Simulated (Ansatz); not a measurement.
Si$_{5}$H$_{13}$F: several calculations on one system

Part 1: Relaxation

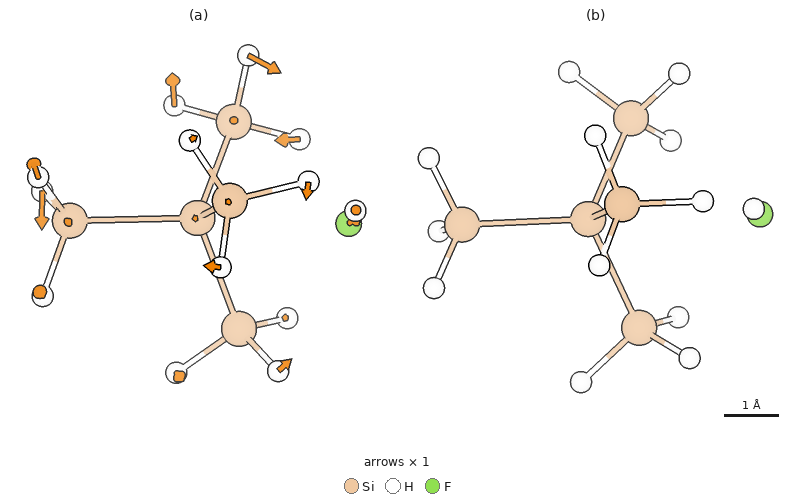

The structure of Si5H13F before (left) and after (right) a relaxation, at one scale. The orange arrows give the displacements, at their true length.

The picture is a ball-and-stick view, seen face on.

The run prepares an end point of a later path (reaction) calculation, from a guessed geometry.

Method: RKS B3LYP-D4/6-31G* (Ansatz). (no spin polarisation; force threshold 0.03 eV/Å; at most 50 steps)

Question: Describe what moved and what it gained.

Answer: An H atom moves most after the best rigid fit: 0.93 Å. By element the largest moves are H 0.93 Å, F 0.40 Å, Si 0.19 Å. Among the contacts that change: Si–Si 2.257 → 2.345 Å, Si–Si 2.368 → 2.346 Å, F–H 0.935 → 0.941 Å, H–Si 1.508 → 1.503 Å. Among the angles between lasting bonds that change: Si–Si–Si 112.0° → 107.5°, Si–Si–Si 106.1° → 109.0°, Si–Si–Si 107.3° → 110.1°. Groups turn about Si–Si by about 30°, Si–Si by about 30°. After 12 accepted moves (15 points after the start) the energy has fallen by 21.5 kJ/mol. Largest force component: 1.2 eV/Å at the start, 0.0065 eV/Å at the end. The line search rejected the trial steps at points 2, 10, 14 of the run. The forces were under the threshold at step 8, but the run went on from there.

Part 2: Relaxation

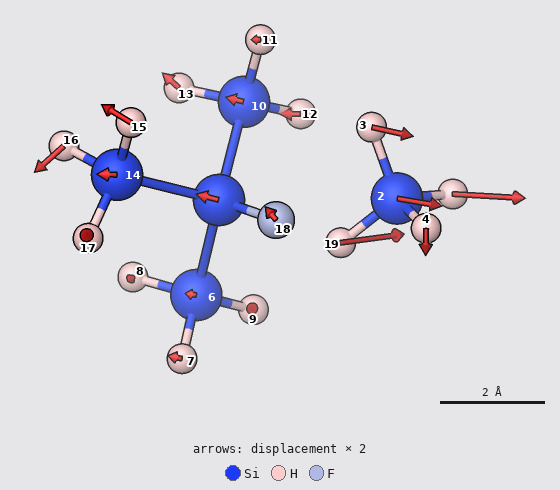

This is a relaxation of Si$_{5}$H$_{13}$F. The starting structure is drawn; red arrows show the displacements, 2 times their true length. The two geometries are superimposed by the best rigid fit.

A ball-and-stick model, seen at a tilt.

The run prepares an end point of a later path (reaction) calculation, from a guessed geometry.

All numbers below come from RKS B3LYP-D4/6-31G* in Ansatz 0.2.0.

The input:
```yaml
crystal:
  periodic: [false, false, false]
  atoms:
    - { symbol: Si, position_ang: [0.027197, -0.637057, -0.157915] }
    - { symbol: Si, position_ang: [0.338945, 0.430065, 3.095543] }
    - { symbol: H, position_ang: [-1.084108, 0.534624, 2.686403] }
    - { symbol: H, position_ang: [0.511079, -0.723377, 4.016417] }
    - { symbol: H, position_ang: [0.702133, 1.687221, 3.812628] }
    - { symbol: Si, position_ang: [2.180734, -0.144022, -0.969764] }
    - { symbol: H, position_ang: [3.04129, -1.360719, -0.976196] }
    - { symbol: H, position_ang: [2.003051, 0.316831, -2.377586] }
    - { symbol: H, position_ang: [2.868024, 0.931852, -0.202753] }
    - { symbol: Si, position_ang: [-1.26658, 1.33135, -0.119791] }
    - { symbol: H, position_ang: [-2.638321, 1.106218, 0.412555] }
    - { symbol: H, position_ang: [-0.62072, 2.438625, 0.635609] }
    - { symbol: H, position_ang: [-1.375612, 1.746445, -1.549058] }
    - { symbol: Si, position_ang: [-1.014103, -2.109374, -1.681319] }
    - { symbol: H, position_ang: [-2.291779, -2.634388, -1.11954] }
    - { symbol: H, position_ang: [-1.317768, -1.379376, -2.946651] }
    - { symbol: H, position_ang: [-0.128614, -3.263562, -2.005111] }
    - { symbol: F, position_ang: [0.114869, -1.452957, 1.235451] }
    - { symbol: H, position_ang: [1.205384, 0.259102, 1.925577] }
basis:
  gaussian: { orbitals: "6-31G*" }
hamiltonian:
  xc: b3lyp
  dispersion: d4
relax:
  f_tol: 0.03
  max_steps: 50
```

Run as
```bash
ansatz run input.yaml --threads 4 --pin off --max-ram 5120MiB --backend cpu --events-out ev --progress --plain --runs-dir out
```

Question: Atoms of which element are displaced furthest, and by how much?

Answer: Hydrogen: up to 0.82 Å, against 0.45 Å for silicon.

Question: What happened in the run?

Answer: The largest move after the best rigid fit is that of H19, 0.82 Å. Largest moves by element: H 0.82 Å, Si 0.45 Å, F 0.19 Å. Among the contacts that change: Si1–Si2 3.438 → 4.116 Å, Si1–F18 1.617 → 1.644 Å, Si2–H19 1.466 → 1.485 Å. Bond angles that change, for instance: Si10–Si1–F18 115.9° → 110.0°, Si10–Si1–Si14 106.8° → 109.5°, Si14–Si1–F18 105.4° → 107.9°. After 12 accepted moves (13 points after the start) the energy has fallen by 0.325 eV. Largest force component: 1.2 eV/Å at the start, 0.012 eV/Å at the end. The line search rejected the trial step at point 6 of the run. The forces were under the threshold at step 7, but the run went on from there.

Part 3: Path

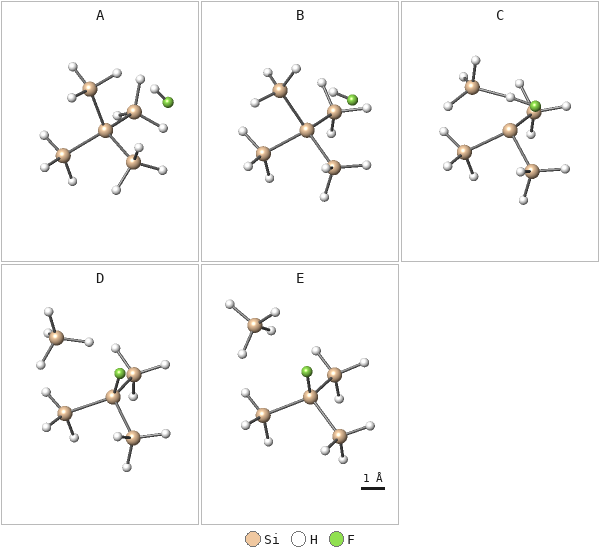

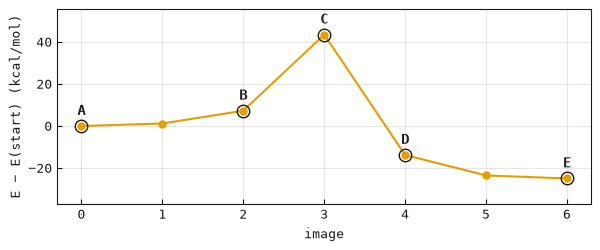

A nudged-elastic-band calculation for Si5H13F. Images are numbered from 0 (start) to 6 (end). Frames A to E are images 0, 2, 3, 4, 6. Style: ball-and-stick. Shown from a free direction.

Method: RKS B3LYP-D4/6-31G* (Ansatz). Run with 5 movable images; climbing image; force threshold 0.05 eV/Å; iteration limit 60; starting path through a guess of the saddle point.

**What happens along the path, and what is the barrier?**

Breaking: F–H (0.94 → 2.96 Å), Si–Si (2.35 → 4.12 Å). Forming: F–Si (3.19 → 1.64 Å), H–Si (2.89 → 1.49 Å). The highest point, image 3, lies 43.5 kcal/mol above the start and 68.4 kcal/mol above the end; the end is at −24.9 kcal/mol relative to the start. The band converged in 22 iterations. The largest component of the band force went from 4.1 to 0.048 eV/Å. The climbing image converged on the top of the path. Its vibrational analysis gives 2 imaginary modes over 30i cm⁻¹, so it isn't confirmed as a transition state.

Cost: 4.4 min on 4 threads of Intel(R) Xeon(R) 6975P-C (Granite Rapids), on a shared host, peak memory 0.47 GiB.
